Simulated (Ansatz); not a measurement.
Structure data:

```cif
data_structure
_symmetry_space_group_name_H-M 'P 1'
_symmetry_Int_Tables_number 1
_cell_length_a 5.6034
_cell_length_b 5.6034
_cell_length_c 5.6034
_cell_angle_alpha 90.000
_cell_angle_beta 90.000
_cell_angle_gamma 90.000
_cell_volume 175.93
loop_
_atom_site_label
_atom_site_type_symbol
_atom_site_fract_x
_atom_site_fract_y
_atom_site_fract_z
_atom_site_occupancy
Ga1 Ga 0.00000 0.00000 0.00000 1
As1 As 0.25000 0.25000 0.25000 1
Ga2 Ga 0.00000 0.50000 0.50000 1
As2 As 0.25000 0.75000 0.75000 1
Ga3 Ga 0.50000 0.00000 0.50000 1
As3 As 0.75000 0.25000 0.75000 1
Ga4 Ga 0.50000 0.50000 0.00000 1
As4 As 0.75000 0.75000 0.25000 1
```

### Say what kind of structure these coordinates give.

Formula: GaAs. The symmetry is that of F-43m (No. 216), on a face-centred cubic lattice. This arrangement goes by the name zinc blende (sphalerite type). Counting shared atoms by their share gives 4 Ga, 4 As, or 8 atoms. The neighbours of Ga are four As in a tetrahedral arrangement at 2.43 Å. Each As atom has four Ga in a tetrahedral arrangement at 2.43 Å around it. The bonds build a three-dimensional framework.

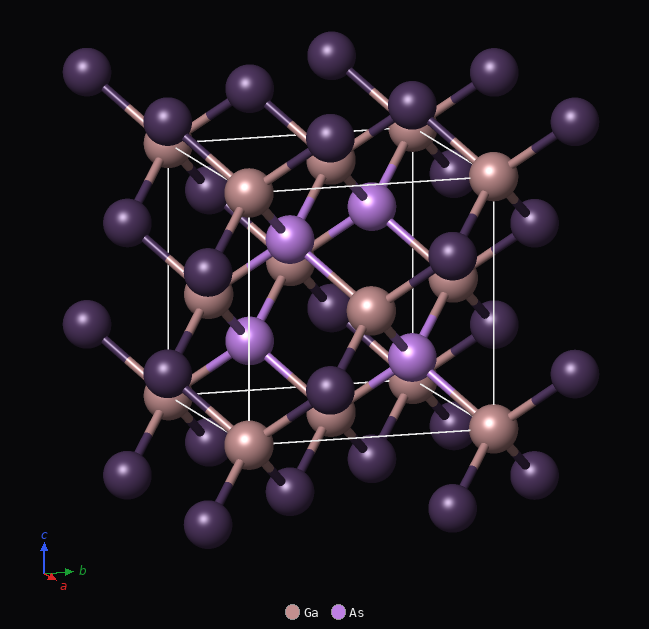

Drawn in the ball-and-stick manner and seen slightly off an axis. The conventional unit cell is drawn as a box. Bonds that leave the box are completed with the atoms at their other ends, in fainter colours.

The initial geometry was a structure listed in the Materials Project. Earlier steps of the study may have refined or changed the cell and positions. It went into a calculation with Ansatz.
